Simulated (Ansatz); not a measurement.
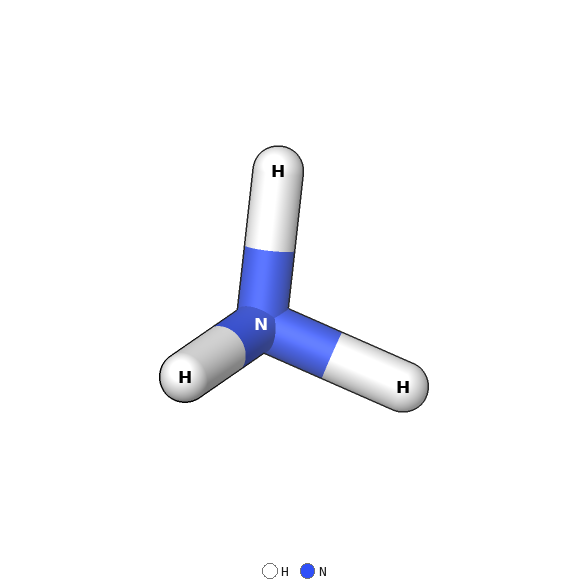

Stick drawing of a structure. Every bond is drawn as one stick, whatever its order.

**Which formula does it have?**

NH3, 4 atoms: 1 nitrogen and 3 hydrogen.

**How many sets of symmetry-equivalent atoms are there?**

2: 3 H, 1 N.

**Count the bonded pairs by element.**

3 N–H. Sticks follow a distance rule.

The parts below concern this one geometry. Atoms keep their numbers from picture to picture. Computed geometry: PBE0-D4/def2-TZVP optimisation.

Geometry

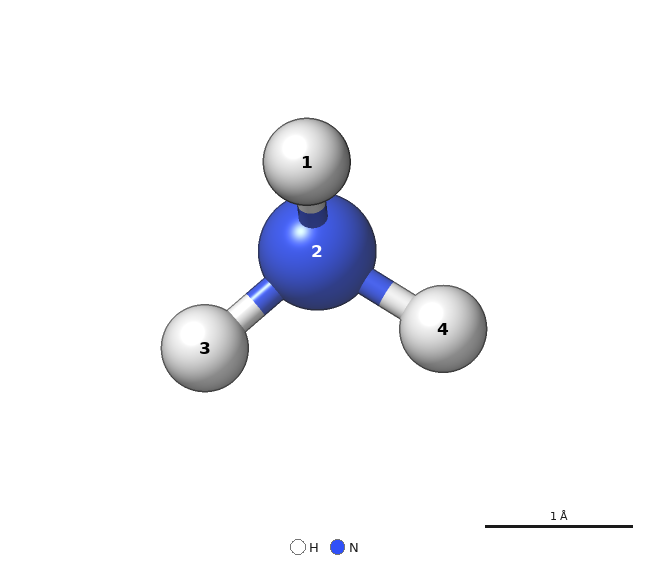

Give the bond lengths.

| bond | length (Å) |
| --- | --- |
| H1–N2 | 1.013 |
| N2–H3 | 1.013 |
| N2–H4 | 1.013 |

Vibrations

Harmonic vibrations computed with RKS PBE0-D4/def2-TZVP (Ansatz 0.2.0) at a stationary point of the same level.

**List the wavenumbers.**

6 modes: 1031, 1670, 1670, 3502, 3631, 3632 cm⁻¹.

Electronic properties

Level of theory: RHF-CCSD(T), frozen core/def2-TZVPP (Ansatz 0.2.0).

**What is the T1 diagnostic?**

0.006.

Thermal motion

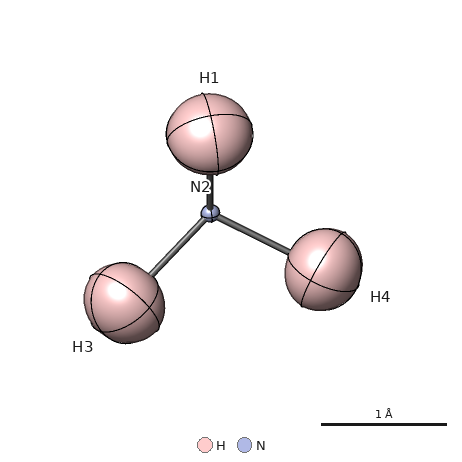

Displacement ellipsoids at the 50 % level, enlarged 3 times, from the internal vibrations of the free molecule (harmonic, no overall translation or rotation; no half-axis is drawn under 0.075 Å). Vibrations computed with RKS PBE0-D4/def2-TZVP (Ansatz 0.2.0). Temperature: 100 K.

**Which atom has the largest mean-square displacement?**

H1, H3, H4, with U_eq = 0.0051 Å².

Give the displacement parameters, one line for each set of equivalent atoms.

```json
{"atom": "H1, H3, H4", "U_eq (Å²)": "0.0051", "rms amplitudes (Å)": "0.066, 0.073, 0.074"}
{"atom": "N2", "U_eq (Å²)": "0.00011", "rms amplitudes (Å)": "0.008, 0.008, 0.014"}
```
